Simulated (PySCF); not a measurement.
C2H9BN2, SMILES `CCNBN`.

PySCF calculation, B3LYP/6-311+G**, gas phase; geometry: GFN2-xTB. No frequency check shows the geometry to be a minimum.

Cartesian coordinates (Å):

```
C1       1.9534    0.4835   -0.4430
C2       0.9986   -0.0683    0.6200
N3      -0.0433   -0.8887    0.0512
B4      -1.3683   -0.5369   -0.2543
N5      -1.8928    0.7327    0.0250
H6       2.4436   -0.3321   -0.9706
H7       1.3992    1.0761   -1.1669
H8       2.7158    1.1081    0.0167
H9       1.5731   -0.6555    1.3485
H10      0.5352    0.7627    1.1564
H11      0.2975   -1.7879   -0.2485
H12     -2.0622   -1.3427   -0.7519
H13     -2.8492    0.9761   -0.1530
H14     -1.3704    1.4806    0.4452
```

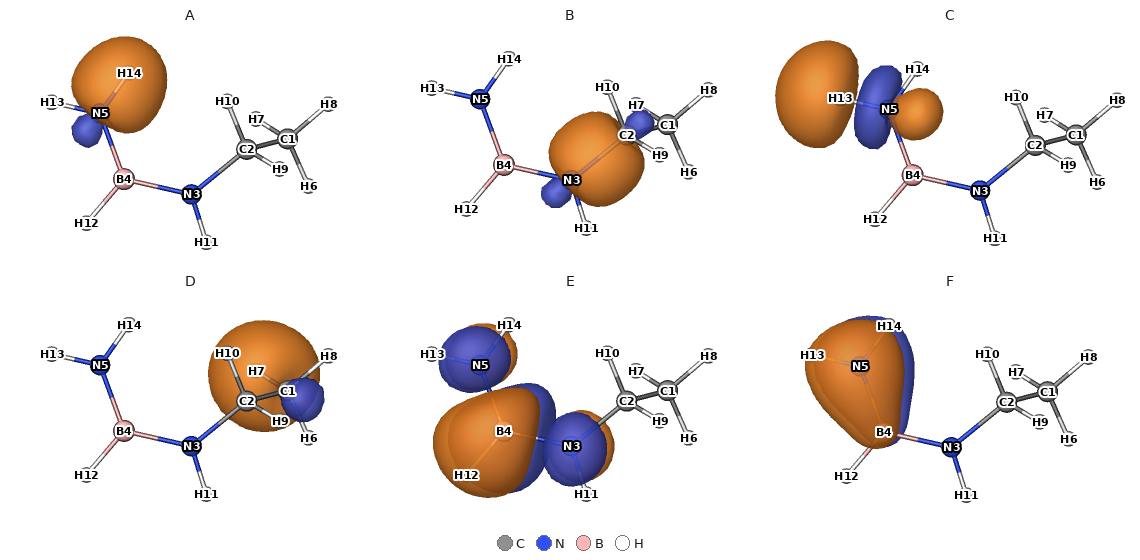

Intrinsic bond orbitals (IBO), occupied and valence-virtual; each surface holds about 85 % of the orbital's density. Energies are diagonal elements of the Fock matrix.

> Name the orbitals, with their atomic make-up and energies.

By panel:
- A: σ bond N5–H14 (N5 63 %, H14 36 %; −16.5 eV)
- B: σ bond N3–C2 (N3 57 %, C2 42 %; −17.0 eV)
- C: σ* orbital H13–N5, mostly on H13 (H13 64 %, N5 36 %; 8.5 eV)
- D: σ bond C1–H7 (C1 57 %, H7 42 %; −12.8 eV)
- E: empty orbital mainly on B4 (B4 72 %, N3 14 %, N5 14 %; 3.0 eV)
- F: lone pair on N5, partly donated to B4 (N5 86 %, B4 13 %; −7.6 eV)

> How do all the valence pairs divide up?

15 pairs: 13 σ bonds and 2 strongly polarised pairs.
